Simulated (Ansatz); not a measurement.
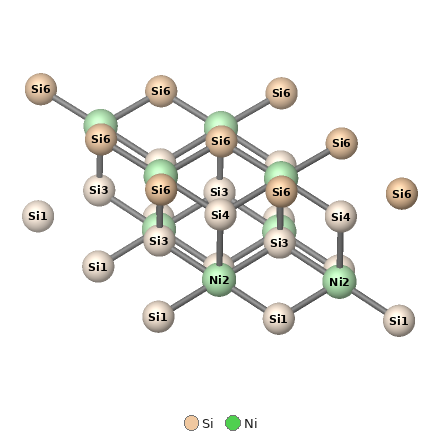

The system is Cl on a Si₂Ni(111) slab cut from the Fm-3m phase, its upper half relaxed before the scan (6 atoms of substrate and one adsorbate in a 1 × 1 cell); the picture shows it without the atoms that are moved over the map. 
- Cl is moved over the surface cell at a fixed height above a rigid substrate; the origin of the map has the adsorbate above Si6; the height is held at 2.50 Å.
- Places are given modulo a cell vector. The map is drawn in real space over the plane of the surface.
- The scan uses a 6 × 6 grid; 10 points were computed and 26 follow by symmetry.
- Energies: eV, counted from the lowest grid point.
- The runs have no spin polarisation, so an open-shell adsorbate far from the surface lies too high. With one adsorbate in each 1 × 1 cell, its nearest image is 3.8 Å away, so neighbouring adsorbates interact. At a fixed height the lowest place need not be the adsorption site.
- Level of theory: Ansatz 0.2.0, DFT PBE+D3(BJ), scalar-relativistic, plane waves, PAW. Settings: cutoff 420 eV, k-mesh 9×9×1, gaussian smearing 0.1 eV, no spin polarisation.

Range: position of Cl7 along the first surface vector from 0.000 to 0.833; position of Cl7 along the second surface vector from 0.000 to 0.833.

**What will the energy surface look like?**

The lowest grid point is at the top site over a surface Si atom, (0/6, 0/6) of the cell vectors. It is the only kind of minimum in the scanned range. The highest grid point, a threefold hollow over a second-layer Ni atom, (2/6, 4/6) of the cell vectors, lies 1.08 eV above the lowest. On the interpolated surface the easiest way out of the lowest well to its copy in the next cell or period passes a barrier of about 0.95 eV. At the lowest point the adsorbate has 1 Si at 2.50 Å as nearest neighbours, at the highest 1 Ni at 3.20 Å.

```
second ↓, first →   0/6   1/6   2/6   3/6   4/6   5/6
              5/6  0.21  0.55  0.94  0.94  0.55  0.21
              4/6  0.67  0.94  1.08  0.94  0.67  0.55
              3/6  0.95  0.94  0.94  0.95  0.94  0.94
              2/6  0.67  0.55  0.67  0.94  1.07  0.94
              1/6  0.21  0.21  0.55  0.94  0.94  0.55
              0/6  0.00  0.21  0.67  0.95  0.67  0.21
```

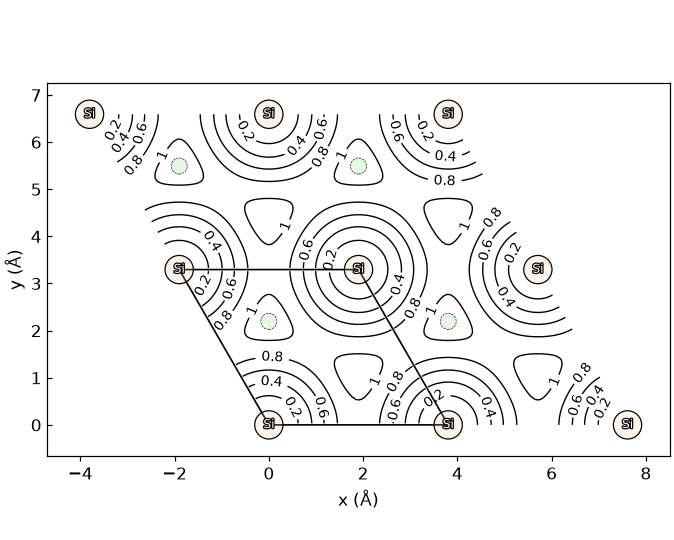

In the figure: contour lines labelled in eV, labelled circles for the atoms of the top layer and small ones for the second layer, the outline of one cell of the 2 × 2 shown. Between grid points the surface is interpolated.

Each point was launched as `ansatz run input.yaml --threads 1 --pin off --max-ram 3072MiB --backend cpu --events-out ev --progress --plain --runs-dir out`. The whole map (10 points run) took 3.6 min on 1 thread of Intel(R) Xeon(R) 6975P-C (Granite Rapids), on a shared host.

PAW datasets: the set soft_1.
